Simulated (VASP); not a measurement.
Band structure of CuI (space group P-3m1). Level of theory: PBEsol GGA, VASP's PBE PAW potentials (set 64) (plane waves; VASP).

Without a dispersion term in the relaxation, distances and binding between the weakly bound layers, chains or molecules are unreliable, and so is what depends on them. Unless said otherwise, spin-orbit coupling is left out, though it shifts the bands of the heavy elements here.

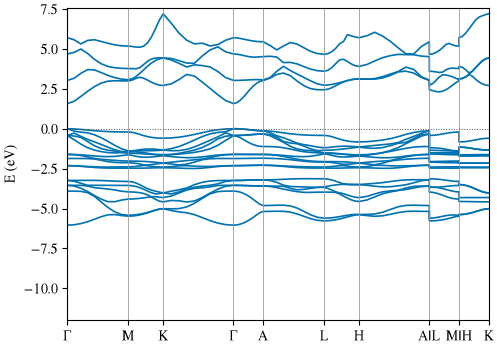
Bands along high-symmetry lines, zero at the valence-band maximum or, without a gap, the Fermi level

Problem. Read the plot: is there a gap, and where are the band edges?

Solution. The gap is direct, 1.58 eV, from the valence maximum at Γ to the conduction minimum at Γ. (Edges off the drawn lines would not show.)

The structure comes from a computed database's CuI entry (P-3m1); how it stands against other phases isn't given here. It was relaxed first, which changed the volume by -7 %.
